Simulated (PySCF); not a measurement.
# C3H7FOSi (SMILES C/C(F)=C\O[SiH3]): what the fields show

The calculation's input:

```
{"job": {"kind": "nmr", "xc": "PBE0", "basis": "pcSseg-1"}, "charge": 0, "multiplicity": 1}
C      2.187703    -0.020243     0.104772
C      1.110114    -0.915208    -0.371940
F      1.520584    -2.141818    -0.730031
C     -0.191208    -0.633495    -0.486880
O     -0.686392     0.594992    -0.186292
Si    -2.268505     0.892563     0.280279
H      1.772348     0.961032     0.364734
H      2.956011     0.109799    -0.674573
H      2.685908    -0.447722     0.990223
H     -0.882299    -1.396846    -0.864750
H     -2.534025     0.357967     1.649590
H     -3.206261     0.239665    -0.683519
H     -2.423509     2.369547     0.255323
```

Run with:

```sh
OMP_NUM_THREADS=1 python probes_run.py task.json out
```

Geometry: PBE0-D3(BJ)/def2-SVP.

Theory: PBE0/pcSseg-1, SCF density, gas phase, non-relativistic (PySCF 2.14.0).

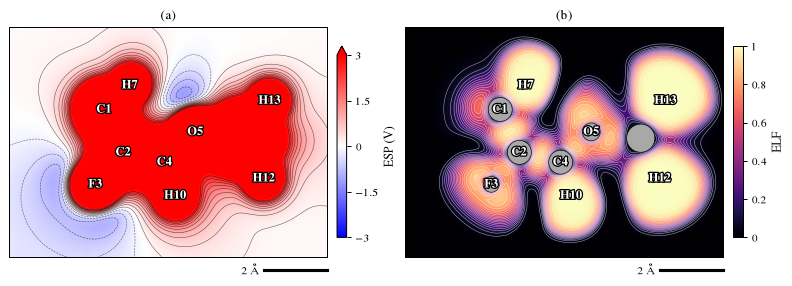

Figure 1. (a) molecular electrostatic potential; (b) ELF on the plane of atoms F3, C2 and C4. Grey discs cover the atomic cores in the ELF map.

Describe what can be read from this map.

Answer. Atoms in the plane: C, F, O and H.
C–C (1.34 Å): the ELF peaks at about 0.95 between the atoms; a short, multiple covalent bond.
C–F (1.34 Å): the ELF peaks at about 0.85 between the atoms; a polar covalent bond.
C–O (1.36 Å): the ELF peaks at about 0.90 between the atoms: a polar covalent bond.
C–H (1.10 Å): the ELF climbs to about 1 towards the hydrogen, as it does in any bond to H: a covalent bond by its length.
C–C (1.48 Å): the ELF peaks at about 0.95 between the atoms (localised, covalent bonding).
The ELF also peaks beside F3 and O5, away from the bonds: lone-pair regions.
Outside the dense part of the molecule the potential is most negative (−1.1 V) near O5.

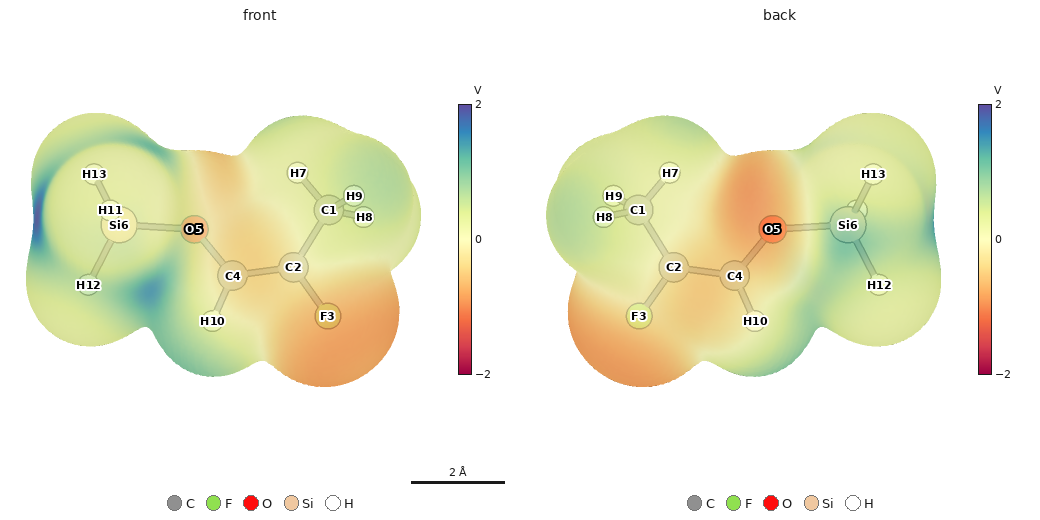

Figure 2. The electrostatic potential painted on the density surface at 0.002 e/bohr³, seen from the front and from behind; red is negative and blue positive.

Describe the electrostatic potential map.

Answer. The most negative region (about −0.9 V) lies over O5, the most positive (about +1.7 V) over Si6.
